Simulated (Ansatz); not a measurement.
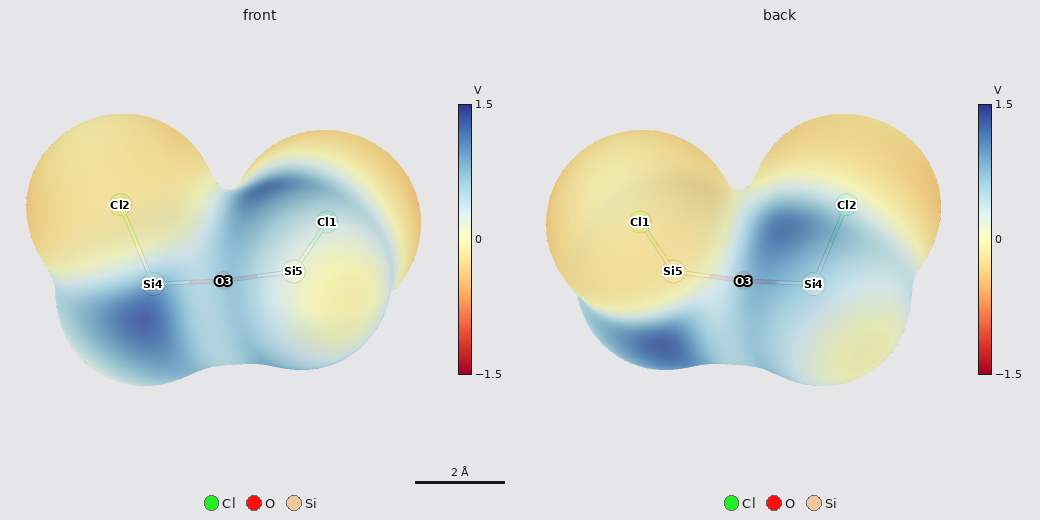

Cl2OSi2. The electrostatic potential painted on the density surface at 0.001 e/bohr³, seen from the front and from behind; red is negative and blue positive.

Geometry: PBE0-D3(BJ)/pcseg-1.

Computed with isolated molecule in a Gaussian basis; Kohn-Sham density functional theory, functional PBE0 in Ansatz.

```xyz
5

Cl   -0.8700   -2.4958    0.3064
Cl    0.4398    2.0507    1.4949
O     0.4741   -0.0542   -0.5016
Si    1.6535    0.8470    0.2610
Si   -0.7643   -0.9697   -1.1443
```

Which sites attract a positive test charge, and which a negative one?

Answer. A positive charge is drawn to the negative regions and a negative charge to the positive ones. The most negative region (about −0.4 V) lies over Cl1 and Cl2, the most positive (about +1.3 V) over Si4 and Si5.
